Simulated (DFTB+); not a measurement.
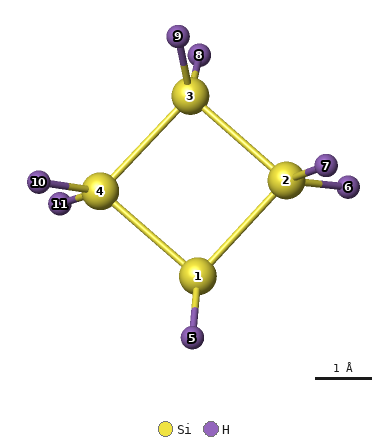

Figure 1. The structure (ball-and-stick view, seen at a tilt; atoms are numbered from 1 in the order of the input). Bond lengths as drawn: H–Si 1.47 to 1.48 Å and Si–Si 2.34 Å.

**Si4H7: energy and gradient calculation**

The run: energy and gradient calculation of Si4H7, multiplicity 2. Method and program: GFN1-xTB, R-SCC, dispersion built in (DFTB+ 25.1).

The geometry comes from this level: GFN2-xTB.

**Input file (dftb_in.hsd)**
```
Geometry = GenFormat {
  11 C
  Si H
     1  1     -0.948090      0.488640     -1.493710
     2  1     -1.357120      0.638780      0.804440
     3  1      0.630960     -0.557490      1.138710
     4  1      1.114650     -0.562760     -1.155610
     5  2     -1.107520      1.640850     -2.404810
     6  2     -2.609790     -0.011000      1.219950
     7  2     -1.429580      1.936820      1.493480
     8  2      0.475480     -1.881080      1.751690
     9  2      1.626450      0.103120      1.990170
    10  2      2.385990      0.078230     -1.530470
    11  2      1.218580     -1.874100     -1.813840
}
Hamiltonian = xTB {
  Method = "GFN1-xTB"
  Charge = 0
  MaxSCCIterations = 100
  Mixer = DIIS {
    InitMixingParameter = 0.02
  }
  Filling = Fermi {
    Temperature [Kelvin] = 300
  }
  SpinPolarisation = Colinear {
    UnpairedElectrons = 1
  }
  SpinConstants = {
    ShellResolvedSpin = No
    Si = 0.0
    H = 0.0
  }
}
Analysis = {
  PrintForces = Yes
}
Options = {
  WriteResultsTag = Yes
}
ParserOptions = {
  ParserVersion = 14
}
```

Run as:
```bash
dftb+ > output.log
```

**The program's output**
```
|  DFTB+ development version (commit: a23bfb2)

Reading input file 'dftb_in.hsd'
Parser version: 14

--------------------------------------------------------------------------------

Processed input in HSD format written to 'dftb_pin.hsd'

Starting initialization...
--------------------------------------------------------------------------------
OpenMP threads:              1
Chosen random seed:          1162814278
Current stacksize:           unlimited
Mode:                        Static calculation
Self consistent charges:     Yes
SCC-tolerance:                 0.100000E-04
Max. scc iterations:                    100
Shell resolved Hubbard:      Yes
Spin polarisation:           Yes
Nr. of up electrons:            12.000000
Nr. of down electrons:          11.000000
Periodic boundaries:         No
Electronic solver:           Relatively robust
Mixer:                       DIIS mixer
Mixing parameter:                  0.020000
Nr. of chrg. vectors to mix:              6
Max. SCC-cycles:                        100
tblite library version:      0.3.0
-> parametrization:          GFN1-xTB
-> repulsion:                Yes
-> dispersion:               Yes
-> halogen bonding:          Yes
-> electrostatics:           Yes
   -> isotropic:             Yes
   -> anisotropic:           No
   -> third-order:           Yes
Electronic temperature:              0.950045E-03 H      0.258520E-01 eV
Initial charges:             Set automatically (system chrg:   0.000E+00)
Included shells:            Si:  s, p, d
                             H:  s, s2
Spin coupling constants:     Si  1(s)-1(s):   0.000000E+00
                             Si  1(s)-2(p):   0.000000E+00
                             Si  1(s)-3(d):   0.000000E+00
                             Si  2(p)-1(s):   0.000000E+00
                             Si  2(p)-2(p):   0.000000E+00
                             Si  2(p)-3(d):   0.000000E+00
                             Si  3(d)-1(s):   0.000000E+00
                             Si  3(d)-2(p):   0.000000E+00
                             Si  3(d)-3(d):   0.000000E+00
                             H   1(s)-1(s):   0.000000E+00
                             H   1(s)-2(s):   0.000000E+00
                             H   2(s)-1(s):   0.000000E+00
                             H   2(s)-2(s):   0.000000E+00
Extra options:
                             Mulliken analysis
                             Force calculation
Force type                   original

--------------------------------------------------------------------------------

***  Geometry step: 0

 iSCC Total electronic   Diff electronic      SCC error
    1   -0.11125552E+02    0.00000000E+00    0.40638414E+00
    2   -0.11127221E+02   -0.11125552E+02    0.82163978E-01
    3   -0.11126675E+02   -0.16692055E-02    0.94567373E-01
    4   -0.11142155E+02    0.54619476E-03    0.43534580E-01
    5   -0.11143886E+02   -0.15480238E-01    0.14434012E-01
    6   -0.11144045E+02   -0.17307869E-02    0.30361585E-02
    7   -0.11144051E+02   -0.15976373E-03    0.18140507E-02
    8   -0.11144056E+02   -0.50512428E-05    0.14577151E-03
    9   -0.11144056E+02   -0.54104169E-05    0.51505951E-04
   10   -0.11144056E+02   -0.24370379E-07    0.41259793E-04
   11   -0.11144056E+02   -0.11657093E-08    0.12808270E-04
   12   -0.11144056E+02   -0.32716230E-08    0.56154426E-06

Total Energy:                      -11.0535046521 H         -300.7812 eV
Extrapolated to 0K:                -11.0535046522 H         -300.7812 eV
Total Mermin free energy:          -11.0535046524 H         -300.7812 eV
Force related energy:              -11.0535046524 H         -300.7812 eV

--------------------------------------------------------------------------------
--------------------------------------------------------------------------------
SCC                                    +       0.02 ( 67.3%)       0.02 ( 66.7%)
--------------------------------------------------------------------------------
Missing                                +       0.01 ( 32.7%)       0.01 ( 33.3%)
Total                                  =       0.02 (100.0%)       0.02 (100.0%)
--------------------------------------------------------------------------------
```

**Summary**

```csv
quantity,value
outcome,converged
Mermin free energy,−11.053505 hartree
basis functions,50
largest force,0.284 eV/Å
dipole moment,1.36 D
hardware,"1 thread of Intel Xeon (Granite Rapids), 32 GiB of memory available, shared host"
peak memory,0.071 GiB
```

Settings chosen away from the usual ones: mixer_damping. Further notes kept with the run: no spin polarisation.
